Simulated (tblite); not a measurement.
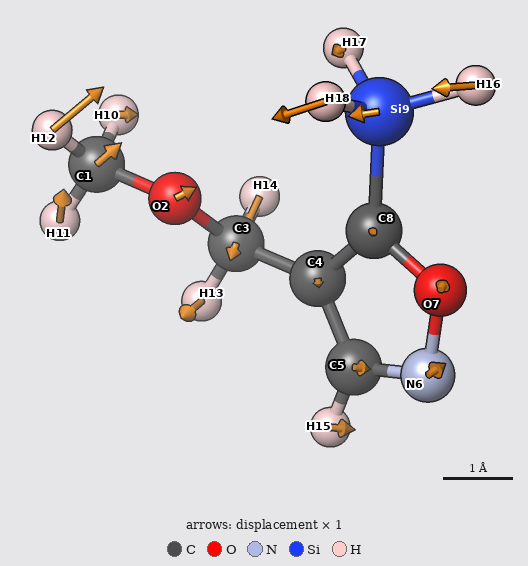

A relaxation of C₅H₉NO₂Si. The starting structure is drawn; orange arrows show the displacements, at their true length. The two geometries are superimposed by the best rigid fit.

A ball-and-stick model, seen at a tilt.

Computed with GFN2-xTB geometry optimisation, gas phase in tblite 0.8.0. 

> Atoms of which element are displaced furthest, and by how much?

Hydrogen: up to 1.00 Å, against 0.52 Å for carbon.

> What happened in the run?

The largest move after the best rigid fit is that of H12, 1.00 Å. Largest moves by element: H 1.00 Å, C 0.52 Å, Si 0.49 Å, N 0.41 Å, O 0.37 Å. Among the contacts that change: O7–C8 1.376 → 1.338 Å, C1–O2 1.435 → 1.403 Å, C5–N6 1.332 → 1.305 Å, Si9–H16 1.491 → 1.467 Å. Among the angles between lasting bonds that change: C4–C8–Si9 135.5° → 129.8°, C8–Si9–H16 110.5° → 105.1°, O7–C8–Si9 117.0° → 121.9°. Groups turn about C3–C4 by about 35°, C8–Si9 by about 25°. Over 117 geometry steps the energy falls by 0.235 eV.
